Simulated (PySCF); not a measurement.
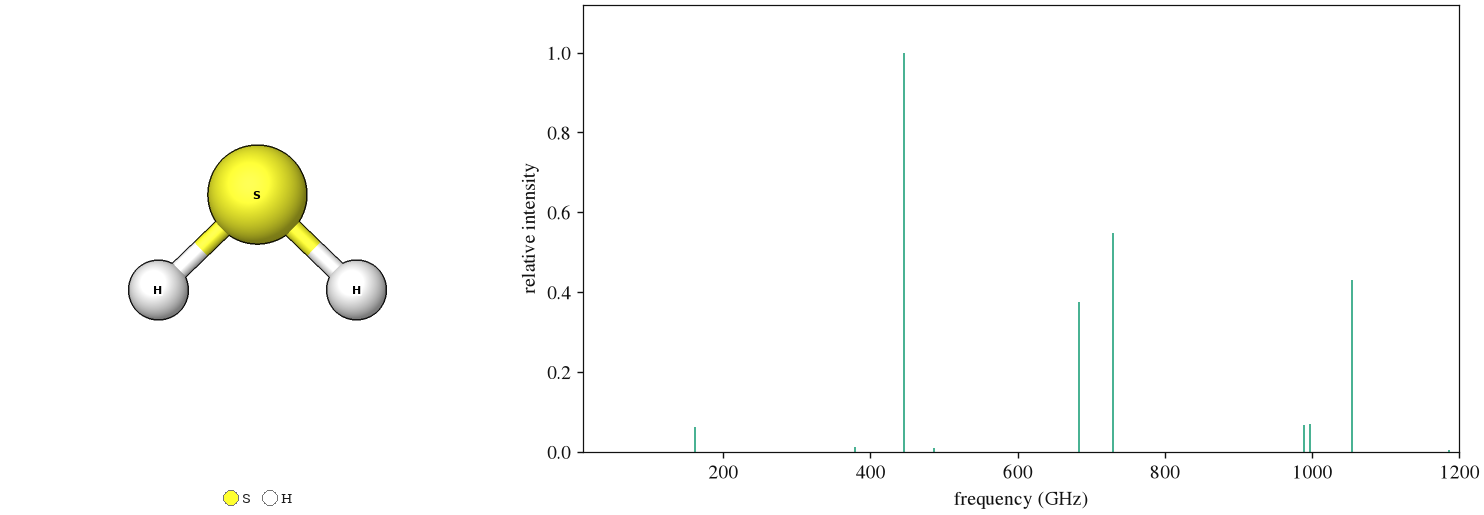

H₂S (hydrogen sulfide), SMILES S. Simulated rotational absorption lines between 10 and 1200 GHz at 12 K: rigid rotor with the equilibrium constants and dipole of one optimised conformer (PBE0-D3(BJ)/def2-SVP, PySCF 2.14.0), commonest isotopes; no centrifugal distortion, hyperfine structure, internal rotation or nuclear-spin weights; lines within 1 MHz of each other are summed.

> What are the rotational constants, and what kind of rotor is it?

Rotational constants A, B, C = 304.1, 265.7, 141.8 GHz; Ray's κ = 0.53, an asymmetric top on the oblate side.

> Which dipole components drive the lines?

|μa|, |μb|, |μc| = 0.00, 1.35, 0.00 D; b-type lines carry 100 % of the intensity in this range.

Caveats: coarse grid, loose stop and no frequency check, small forces are noise and the end may be a saddle.
